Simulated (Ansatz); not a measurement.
Al₇H₂₄P₈ (charge +1)

```xyz
39

Al   -2.9033   -2.9127    1.2469
Al   -3.1542    0.3946   -1.6547
Al    0.3321   -3.1006   -1.6795
Al   -0.0003    0.0006    0.9241
Al    3.1487   -0.3888   -1.6547
Al   -0.3399    3.1068   -1.6808
Al    2.9074    2.9091    1.2459
P    -1.3402   -4.0845   -0.1454
P    -4.0688   -1.3678   -0.1727
P    -1.3772   -1.3714    2.3544
P    -1.4158    1.4218   -0.2795
P     1.4161   -1.4219   -0.2773
P     1.3745    1.3750    2.3540
P     4.0762    1.3550   -0.1606
P     1.3527    4.0775   -0.1589
H    -3.7677   -3.7655    2.2559
H    -4.3277    1.4523   -1.7853
H    -2.4312   -0.3985   -2.8174
H    -0.5468   -2.3224   -2.7420
H     1.3863   -4.2533   -1.9478
H     2.4176    0.4223   -2.8001
H     4.3172   -1.4487   -1.8094
H    -1.3936    4.2657   -1.9239
H     0.5210    2.3355   -2.7626
H     3.7683    3.7659    2.2545
H    -2.1369   -5.0017   -0.8836
H    -0.7286   -5.0145    0.7387
H    -4.9433   -2.1824   -0.9428
H    -5.0400   -0.8014    0.6975
H    -2.1022   -0.5558    3.2638
H    -0.5668   -2.0861    3.2763
H    -2.0916    2.1258    0.7598
H     2.0930   -2.1273    0.7602
H     2.0949    0.5615    3.2690
H     0.5621    2.0945    3.2705
H     5.0336    0.7773    0.7174
H     4.9654    2.1622   -0.9215
H     0.7523    5.0213    0.7183
H     2.1566    4.9808   -0.9065
```

Geometry: r2SCAN-D4/def2-SVP.

The calculation used RKS PBE0-D4/def2-TZVP (Ansatz 0.2.0).

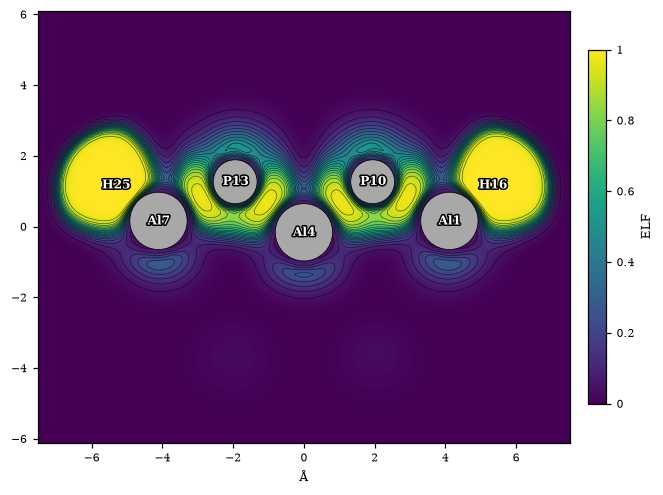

Figure 1. Electron localisation function on the plane of atoms P13, Al7 and H25. Grey discs cover the atomic cores.

### What do the fields say about this system?

The section cuts through Al, P and H sites.
Al–P (2.41 Å): the ELF peaks at about 1 between the atoms: a covalent bond.
Al–P (2.44 Å): the ELF peaks at about 1 between the atoms: a shared electron pair.
Al–H (1.58 Å): the ELF climbs to about 1 towards the hydrogen.

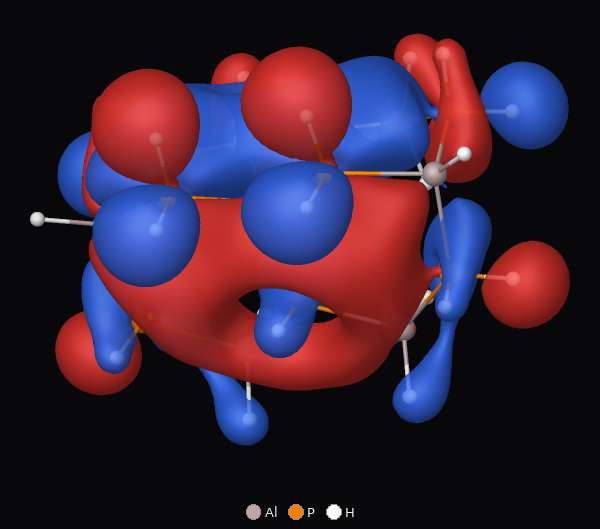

Figure 2. One frontier orbital at ±0.03 Å⁻³ᐟ² (blue and red are the two phases), seen at a tilt.

### Which orbital is it: HOMO or LUMO?

The LUMO, at −4.38 eV. No atom holds more than about 15 % of it (Hirshfeld); by element the shares are P 50 %, H 25 % and Al 25 %.
